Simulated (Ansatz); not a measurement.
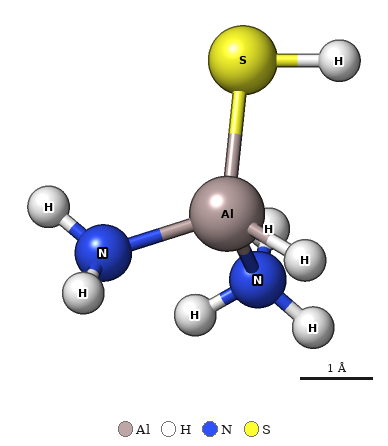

Fig. 1: The input geometry (ball-and-stick view, seen at a tilt). Sticks mark near contacts. Bond lengths as drawn: Al–H 1.61 Å, Al–N 1.83 to 2.08 Å, Al–S 2.26 Å, H–N 1.03 Å and H–S 1.36 Å.

**Nudged elastic band, with input and output: AlN₂H₇S (part 1 of 2)**

- system: AlN₂H₇S
- method: RKS PBE-D4/def2-SVP (Ansatz 0.2.0)

It belongs to a series of runs on one base structure; here: band between the two ends.

Output:
```
Engine: ansatz 0.2.0, aarch64-unknown-linux-gnu
Functional definition: PBE
  parameter kappa = 0.804
  parameter beta = 0.06672455060314922
  exchange = pbe_x(kappa = kappa, mu = beta*pi^2/3)
  correlation = pbe_c(beta = beta)
1148 factors; their error is unknown
mean field evaluation 1: about -20495.6105 eV, gradient 8.2e1 eV
mean field evaluation 2: about -20444.4307 eV, gradient 1.5e2 eV
mean field evaluation 4: about -20508.8629 eV, gradient 1.5e1 eV
mean field evaluation 8: about -20509.2956 eV, gradient 3.2e-1 eV
mean field evaluation 16: about -20509.2333 eV, gradient 2.4e-4 eV
mean field -20509.23328441 eV, -753.7004215445 hartree, gradient 7.2e-5 eV, S^2 0.000000; 0 other end points of the search recorded, 0 dependent functions left out
the calculation of the forces begins
reference -20509.23332492 eV, -753.7004230331 hartree; 25, 25 occupied and 74, 74 virtual orbitals, 1148 factors
1148 factors; their error is unknown
mean field evaluation 32: about -20508.6398 eV, gradient 3.3e-3 eV
mean field -20508.63979968 eV, -753.6786113827 hartree, gradient 5.9e-5 eV, S^2 0.000000; 0 other end points of the search recorded, 0 dependent functions left out
[... from here on the field's lines of each further geometry are left out, up to the last ...]
NEB iter   1: max|band force component| = 2.095e1 eV/Å  barrier→ = 4.5116 eV  barrier← = 3.9041 eV  Δτ_max = 0.2000 Å  (311 SCF iters)
NEB iter   2: max|band force component| = 3.650e0 eV/Å  barrier→ = 2.3874 eV  barrier← = 1.7800 eV  Δτ_max = 0.2000 Å  (307 SCF iters)
NEB iter   3: max|band force component| = 6.634e0 eV/Å  barrier→ = 2.0017 eV  barrier← = 1.3943 eV  Δτ_max = 0.1012 Å  (276 SCF iters)
NEB iter   4: max|band force component| = 6.334e-1 eV/Å  barrier→ = 1.8705 eV  barrier← = 1.2631 eV  Δτ_max = 0.1988 Å  (254 SCF iters)
NEB iter   5: max|band force component| = 8.274e-1 eV/Å  barrier→ = 1.8092 eV  barrier← = 1.2018 eV  Δτ_max = 0.1011 Å  (277 SCF iters)
NEB iter   6: max|band force component| = 5.671e-1 eV/Å  barrier→ = 1.7615 eV  barrier← = 1.1541 eV  Δτ_max = 0.1001 Å  (251 SCF iters)
NEB iter   7: max|band force component| = 4.119e-1 eV/Å  barrier→ = 1.7113 eV  barrier← = 1.1039 eV  CI = image 5  Δτ_max = 0.1002 Å  (255 SCF iters)
NEB iter   8: max|band force component| = 5.108e-1 eV/Å  barrier→ = 1.6863 eV  barrier← = 1.0788 eV  CI = image 5  Δτ_max = 0.1001 Å  (254 SCF iters)
NEB iter   9: max|band force component| = 6.002e-1 eV/Å  barrier→ = 1.6612 eV  barrier← = 1.0537 eV  CI = image 5  Δτ_max = 0.1001 Å  (247 SCF iters)
NEB iter  10: max|band force component| = 4.194e-1 eV/Å  barrier→ = 1.6449 eV  barrier← = 1.0374 eV  CI = image 5  Δτ_max = 0.0998 Å  (256 SCF iters)
NEB iter  11: max|band force component| = 2.961e-1 eV/Å  barrier→ = 1.6305 eV  barrier← = 1.0231 eV  CI = image 5  Δτ_max = 0.1009 Å  (257 SCF iters)
NEB iter  12: max|band force component| = 2.049e-1 eV/Å  barrier→ = 1.6152 eV  barrier← = 1.0077 eV  CI = image 5  Δτ_max = 0.1003 Å  (254 SCF iters)
NEB iter  13: max|band force component| = 2.366e-1 eV/Å  barrier→ = 1.6003 eV  barrier← = 0.9928 eV  CI = image 5  Δτ_max = 0.0501 Å  (257 SCF iters)
NEB iter  14: max|band force component| = 2.361e-1 eV/Å  barrier→ = 1.5941 eV  barrier← = 0.9866 eV  CI = image 5  Δτ_max = 0.1004 Å  (256 SCF iters)
NEB iter  15: max|band force component| = 2.447e-1 eV/Å  barrier→ = 1.5875 eV  barrier← = 0.9800 eV  CI = image 5  Δτ_max = 0.0500 Å  (257 SCF iters)
NEB iter  16: max|band force component| = 1.758e-1 eV/Å  barrier→ = 1.5835 eV  barrier← = 0.9760 eV  CI = image 5  Δτ_max = 0.0501 Å  (259 SCF iters)
NEB iter  17: max|band force component| = 1.121e-1 eV/Å  barrier→ = 1.5804 eV  barrier← = 0.9729 eV  CI = image 5  Δτ_max = 0.0502 Å  (261 SCF iters)
NEB iter  18: max|band force component| = 6.527e-2 eV/Å  barrier→ = 1.5777 eV  barrier← = 0.9702 eV  CI = image 5  Δτ_max = 0.1002 Å  (264 SCF iters)
NEB iter  19: max|band force component| = 9.360e-2 eV/Å  barrier→ = 1.5759 eV  barrier← = 0.9684 eV  CI = image 5  Δτ_max = 0.0500 Å  (261 SCF iters)
NEB iter  20: max|band force component| = 8.473e-2 eV/Å  barrier→ = 1.5747 eV  barrier← = 0.9673 eV  CI = image 5  Δτ_max = 0.0501 Å  (265 SCF iters)
NEB iter  21: max|band force component| = 6.298e-2 eV/Å  barrier→ = 1.5740 eV  barrier← = 0.9665 eV  CI = image 5  Δτ_max = 0.0507 Å  (260 SCF iters)
NEB iter  22: max|band force component| = 1.788e-1 eV/Å  barrier→ = 1.5732 eV  barrier← = 0.9657 eV  CI = image 5  Δτ_max = 0.0250 Å  (259 SCF iters)
NEB iter  23: max|band force component| = 4.089e-2 eV/Å  barrier→ = 1.5727 eV  barrier← = 0.9653 eV  CI = image 5  Δτ_max = 0.0256 Å  (261 SCF iters)
the calculation of the forces begins
reference -20508.63492657 eV, -753.6784322995 hartree; 25, 25 occupied and 74, 74 virtual orbitals, 1148 factors
1148 factors; their error is unknown
mean field evaluation 1792: about -20507.7206 eV, gradient 6.8e-2 eV
mean field -20507.65975533 eV, -753.6425954174 hartree, gradient 1.0e-5 eV, S^2 0.000000; 1 other end points of the search recorded, 0 dependent functions left out
the calculation of the forces begins
reference -20507.65979672 eV, -753.6425969386 hartree; 25, 25 occupied and 74, 74 virtual orbitals, 1148 factors
NEB iter  24: max|band force component| = 4.019e-2 eV/Å  barrier→ = 1.5722 eV  barrier← = 0.9648 eV  CI = image 5  Δτ_max = 0.0000 Å  (297 SCF iters)
```

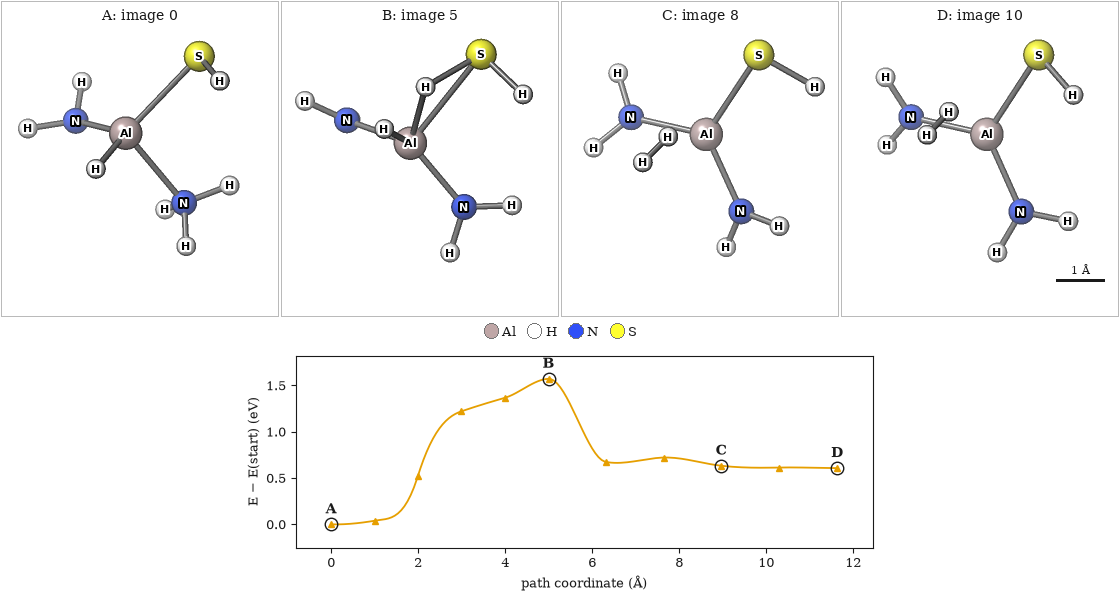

Fig. 2: Images of the last band (counted from 0; ball-and-stick, seen at a tilt) above the energy along the path; the line is a cubic interpolation that uses the forces. The highest image is number 5, 1.572 eV above the start and 0.965 eV above the end (the climbing image); the end lies 0.607 eV above the start. The path is 11.63 Å long. The band converged in 24 iterations.

```
Total energy: -20507.87987036 eV, -753.6506844956 hartree
Atom 0 at    -0.044942     0.271031    -0.047357 Å, force    -0.025852    -0.012181     0.013221 eV/Å
Atom 1 at    -0.259536    -0.286115     1.552443 Å, force    -0.006486    -0.010050    -0.007419 eV/Å
Atom 2 at     1.559197     0.202398    -0.843946 Å, force     0.013901     0.027414     0.007221 eV/Å
Atom 3 at     1.911985    -0.615692    -1.344577 Å, force    -0.011389    -0.009831    -0.000950 eV/Å
Atom 4 at     2.307913     0.885965    -0.723797 Å, force     0.011388    -0.006021    -0.007593 eV/Å
Atom 5 at    -1.588561    -0.043321    -0.890353 Å, force     0.001065    -0.003523    -0.023309 eV/Å
Atom 6 at    -2.426391    -0.438915    -0.461050 Å, force     0.004406    -0.000706     0.008460 eV/Å
Atom 7 at    -1.792654     0.274173    -1.840083 Å, force    -0.002812    -0.000129     0.001301 eV/Å
Atom 8 at     0.022167     2.403502     1.258329 Å, force    -0.006900     0.000224    -0.007884 eV/Å
Atom 9 at     1.352182     2.274875     1.532712 Å, force    -0.003339    -0.003340     0.010842 eV/Å
Atom 10 at    -0.213063     0.943201     1.757080 Å, force     0.026017     0.018143     0.006108 eV/Å
Dipole moment:     0.179794     0.007406    -0.046664 e Å
this run last wrote the band of iteration 24 to [file]; this run last wrote the band within `neb.f_tol` of iteration 23 to [file]
```

The last band as extended XYZ (Å, eV, eV/Å):
```
11
Properties=species:S:1:pos:R:3:forces:R:3 image=0 energy=-20509.45207
Al   -0.3822    0.2486    0.4628   -0.0030  -0.0096   0.0050
H    -0.1905   -1.1066    1.3080    0.0022   0.0067  -0.0006
N     1.4953    0.4903   -0.4044    0.0034  -0.0048  -0.0119
H     2.2200   -0.2096   -0.1932   -0.0092   0.0055  -0.0034
H     1.2853    0.4541   -1.4149    0.0051  -0.0001   0.0106
N    -1.3477    0.1857   -1.0878   -0.0176  -0.0098  -0.0101
H    -1.9043   -0.6509   -1.2931    0.0142   0.0292   0.0029
H    -1.8957    0.9967   -1.3940    0.0044  -0.0187   0.0046
S    -0.5212    2.2332    1.5399    0.0019   0.0043  -0.0028
H     1.8642    1.4270   -0.1828   -0.0006  -0.0008   0.0008
H     0.2052    1.8028    2.6090   -0.0009  -0.0019   0.0050
11
Properties=species:S:1:pos:R:3:forces:R:3 image=1 energy=-20509.41240
Al   -0.3784    0.2773    0.3977   -0.0057   0.0078   0.0209
H    -0.1618   -1.0026    1.3451    0.0029  -0.0077  -0.0011
N     1.5058    0.5326   -0.4401   -0.0054   0.0008  -0.0037
H     2.0975   -0.3103   -0.4538   -0.0093  -0.0061   0.0102
H     1.4660    0.8991   -1.4022   -0.0192  -0.0235  -0.0110
N    -1.4247    0.0192   -1.0684    0.0131   0.0061  -0.0049
H    -2.2400   -0.5917   -0.9511    0.0247  -0.0252  -0.0232
H    -1.7070    0.7722   -1.7033   -0.0018   0.0367   0.0242
S    -0.3673    2.2920    1.4611   -0.0368   0.0037   0.0089
H     1.9546    1.2535    0.1470    0.0370  -0.0060  -0.0275
H     0.0835    1.7299    2.6173    0.0004   0.0133   0.0072
11
Properties=species:S:1:pos:R:3:forces:R:3 image=2 energy=-20508.92930
Al   -0.3072    0.1962    0.2219   -0.3574   0.4249   0.3992
H    -0.2002   -0.9203    1.3612    0.0576  -0.1168  -0.0428
N     1.5503    0.5425   -0.4391   -0.0279   0.4332   0.3206
H     2.1736   -0.2806   -0.5534    0.0518   0.4059   0.5812
H     1.6707    1.1008   -1.2966   -0.1351   0.1217   0.0321
N    -1.5744   -0.0396   -1.0371    0.0405  -0.0568  -0.0557
H    -2.5044   -0.3071   -0.6966    0.0320  -0.0402  -0.0752
H    -1.6861    0.4248   -1.9398    0.0272   0.0836   0.0089
S     0.0300    2.2842    1.3591   -0.2149  -0.1605  -0.0570
H     1.5906    1.2786    0.4417    0.4844  -1.1342  -1.1931
H     0.0853    1.5916    2.5281    0.0419   0.0393   0.0818
11
Properties=species:S:1:pos:R:3:forces:R:3 image=3 energy=-20508.23141
Al   -0.1371   -0.0052    0.0371   -0.0400  -0.0068   0.0119
H    -0.2397   -0.8509    1.3942    0.0024  -0.0311  -0.0111
N     1.5707    0.3323   -0.5704    0.0071   0.0462   0.0382
H     2.1561   -0.4801   -0.8003    0.0339   0.0173   0.0767
H     1.7475    1.0314   -1.3007   -0.0489  -0.0035  -0.0529
N    -1.5863   -0.0277   -1.0205   -0.0145  -0.0014  -0.0341
H    -2.5111   -0.2980   -0.6764    0.0006   0.0091  -0.0039
H    -1.6752    0.3641   -1.9599    0.0220   0.0086  -0.0080
S     0.1188    2.3754    1.3618   -0.0139   0.0003   0.0172
H     1.3442    1.8326    1.0085    0.0025  -0.0642  -0.0780
H     0.0405    1.5974    2.4759    0.0489   0.0256   0.0441
11
Properties=species:S:1:pos:R:3:forces:R:3 image=4 energy=-20508.08589
Al   -0.0679    0.0125    0.0032    0.0091  -0.0347   0.0005
H    -0.2608   -0.6729    1.4494   -0.0013  -0.0615  -0.0177
N     1.6063    0.1747   -0.6914    0.0036  -0.0228   0.0233
H     2.0007   -0.5995   -1.2352    0.0207   0.0044   0.0148
H     2.0115    1.0444   -1.0448   -0.0523   0.0245  -0.0494
N    -1.5812   -0.0415   -0.9618    0.0007   0.0016  -0.0163
H    -2.4634   -0.3924   -0.5810   -0.0051   0.0059  -0.0147
H    -1.7241    0.2994   -1.9142    0.0149   0.0053  -0.0109
S     0.1039    2.4044    1.2599    0.0030   0.0049   0.0116
H     1.4323    2.1763    1.4706    0.0108  -0.0193  -0.0192
H    -0.2291    1.4656    2.1947   -0.0043   0.0916   0.0779
11
Properties=species:S:1:pos:R:3:forces:R:3 image=5 energy=-20507.87983
Al   -0.0449    0.2710   -0.0474   -0.0259  -0.0122   0.0132
H    -0.2595   -0.2861    1.5524   -0.0065  -0.0100  -0.0074
N     1.5592    0.2024   -0.8439    0.0139   0.0274   0.0072
H     1.9120   -0.6157   -1.3446   -0.0114  -0.0098  -0.0009
H     2.3079    0.8860   -0.7238    0.0114  -0.0060  -0.0076
N    -1.5886   -0.0433   -0.8904    0.0011  -0.0035  -0.0233
H    -2.4264   -0.4389   -0.4611    0.0044  -0.0007   0.0085
H    -1.7927    0.2742   -1.8401   -0.0028  -0.0001   0.0013
S     0.0222    2.4035    1.2583   -0.0069   0.0002  -0.0079
H     1.3522    2.2749    1.5327   -0.0033  -0.0033   0.0108
H    -0.2131    0.9432    1.7571    0.0260   0.0181   0.0061
11
Properties=species:S:1:pos:R:3:forces:R:3 image=6 energy=-20508.77776
Al    0.0047    0.8121   -0.2663    0.0129   0.0687  -0.0397
H    -0.3213   -0.5827    1.8206   -0.0108  -0.0694   0.0314
N     1.5842    0.2617   -0.8863    0.0111   0.0229   0.0015
H     1.7742   -0.6224   -1.3621   -0.0335  -0.0009   0.0149
H     2.4302    0.8341   -0.8601    0.0202  -0.0120  -0.0131
N    -1.5192    0.0674   -0.8273   -0.0148  -0.0212   0.0007
H    -2.3803   -0.0267   -0.2864    0.0086   0.0606   0.0246
H    -1.7191   -0.1037   -1.8147    0.0245  -0.0462  -0.0029
S    -0.0020    2.6330    1.0088    0.0092   0.0665  -0.0276
H     1.2798    2.4239    1.4272   -0.0117   0.0191  -0.0043
H    -0.3028    0.1744    1.9962   -0.0156  -0.0883   0.0145
```
